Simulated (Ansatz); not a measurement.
A computed series for ScAl3C3: pressure series

Take ScAl3C3 (space group P6_3/mmc, No. 194; a = 3.343 Å, c = 16.636 Å) as the base.

Cell and atoms are relaxed at each pressure.

Level of theory: Kohn–Sham DFT with the PBEsol functional, run in Ansatz (a quantum-chemistry and plane-wave program) with PAW and 420 eV plane waves, no SOC.

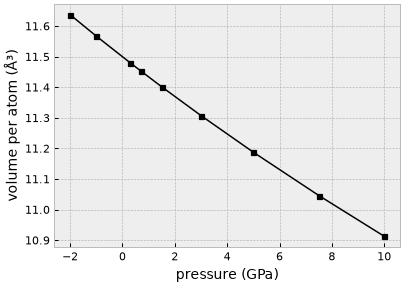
Figure: Volume against pressure

Q: Estimate the zero-pressure bulk modulus from the plot.

A: About 170 GPa; a third-order Birch–Murnaghan fit to the points gives V₀ = 11.50 Å³/atom, B₀ = 172 GPa and B₀′ = 3.9.

A case with no gap was solved on a k-mesh chosen for an insulator, which is coarse for it. Load acts through the strain it causes; cell and atoms are relaxed under it. No phonon test of stability was made. Competing high-pressure phases were not computed. The base started in P6_3mc and relaxed to P6_3/mmc at this level. All final runs are without spin polarisation.
